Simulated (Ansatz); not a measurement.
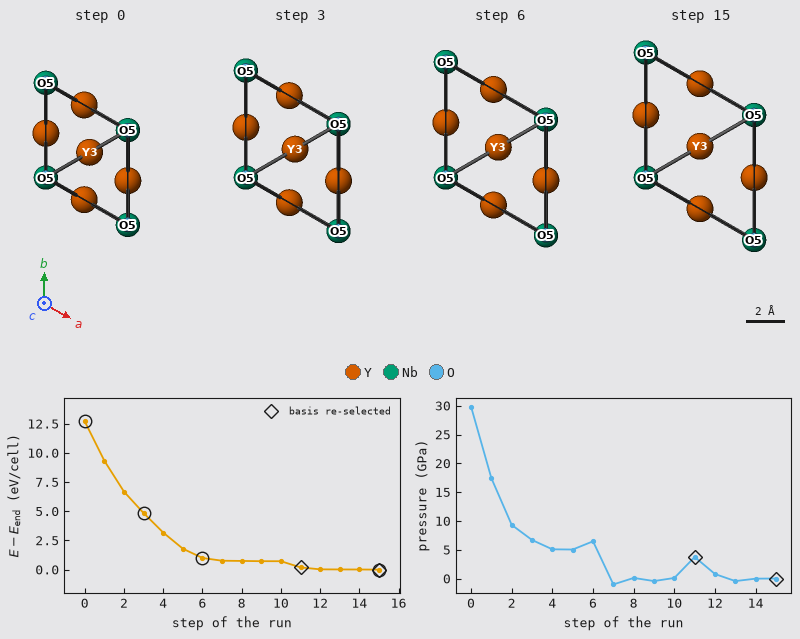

Frames of a relaxation of crystalline Y3NbO (a generated structure, set up in P-62m) (coarse preliminary run), marked on the history of the run. The picture is a ball-and-stick view of the cell of the calculation, seen along the c axis.

All numbers below come from DFT PBE, scalar-relativistic, plane waves, PAW in Ansatz 0.2.0.

Input file:
```yaml
crystal:
  lattice:
    - [5.03236411, 0.0, 0.0]
    - [-2.51618205, 4.35815516, 0.0]
    - [0.0, 0.0, 5.21031114]
  atoms:
    - { symbol: "Y", position: [0.46717885, 0.0, 0.5] }
    - { symbol: "Y", position: [0.0, 0.46717885, 0.5] }
    - { symbol: "Y", position: [0.53282115, 0.53282115, 0.5] }
    - { symbol: Nb, position: [0.0, 0.0, 0.5] }
    - { symbol: O, position: [0.0, 0.0, 0.0] }
basis:
  ecutwfc: 420
kpoints:
  mp_grid: { grid: [6, 6, 4] }
hamiltonian:
  xc: pbe
scf:
  occupations: { method: gaussian, width: 0.1 }
  lower_state_search: "off"
output:
  forces: true
  stress: true
  eigenvalues: true
relax:
  adjacent_minimum: "off"
  f_tol: 0.04
  max_steps: 70
  cell: { stress_tol: 0.4 }
```

Run as
```bash
ansatz run input.yaml --threads 1 --pin off --max-ram 2560MiB --backend cpu --events-out ev --progress --plain --runs-dir out
```

### Describe the path.

The largest moves relative to the cell, 0.22 Å, are those of Y1, Y2 and Y3. Y1 goes along +a. O and Nb stay in place. The drawn cell changes as follows: a = b 5.032 → 6.644 Å (+32.0 %), c 5.210 → 3.833 Å (−26.4 %); the volume changes by +28.2 %. Among the contacts that change: Y1–Nb4 2.351 → 3.322 Å, Y1–Y2 2.532 → 3.322 Å, Nb4–O5 2.605 → 1.917 Å, Y1–Nb4 (another image) 2.681 → 3.321 Å. The space group (tolerance 0.01 Å) goes from P-62m (No. 189) to P6/mmm (No. 191). The energy falls by 12.698 eV per cell of the calculation in 13 accepted moves (15 points after the start). Largest force component: 0.7 eV/Å at the start, 0.00036 eV/Å at the end. Pressure: 29.84 GPa at the start and 0.02 GPa at the end. The SCF was repeated twice at an unchanged geometry on a basis and grid sized afresh for the cell, which shifted the energy by 0.530 eV per cell of the calculation at most. From step 0 to 3: volume +12.5 %, energy −7.853 eV per cell of the calculation. From step 3 to 6: Y atoms move most (0.04 Å), volume −2.8 %, energy −3.847 eV per cell of the calculation. From step 6 to 15: Y atoms move most (0.16 Å), volume +17.3 %, energy −0.998 eV per cell of the calculation.

| step | E − E(0), meV/atom | largest force component, eV/Å | pressure, GPa | volume, Å³/atom | note |
| --- | --- | --- | --- | --- | --- |
| 0 | 0.00 | 0.6964 | 29.84 | 22.854 |  |
| 1 | -674.37 | 0.3543 | 17.43 | 24.602 |  |
| 2 | -1203.64 | 0.2233 | 9.32 | 25.573 |  |
| 3 | -1570.52 | 0.1898 | 6.70 | 25.714 |  |
| 4 | -1904.64 | 0.1354 | 5.08 | 25.581 |  |
| 5 | -2180.76 | 0.1697 | 5.05 | 25.196 |  |
| 6 | -2339.96 | 0.1599 | 6.47 | 24.990 |  |
| 7 | -2387.23 | 0.1610 | -1.01 | 27.377 |  |
| 8 | -2390.71 | 0.1293 | 0.12 | 27.022 |  |
| 9 | -2395.03 | 0.0050 | -0.42 | 27.187 |  |
| 10 | -2395.32 | 0.0011 | 0.12 | 27.006 |  |
| 11 | -2501.41 | 0.0014 | 3.75 | 27.006 | same geometry, new basis |
| 12 | -2534.92 | 0.0172 | 0.79 | 28.676 |  |
| 13 | -2536.45 | 0.0003 | -0.43 | 29.620 |  |
| 14 | -2537.46 | 0.0004 | -0.01 | 29.305 |  |
| 15 | -2539.59 | 0.0004 | 0.02 | 29.305 | same geometry, new basis |

Limits of the set-up: layers or molecules are held without a dispersion correction, so their spacing is unreliable.
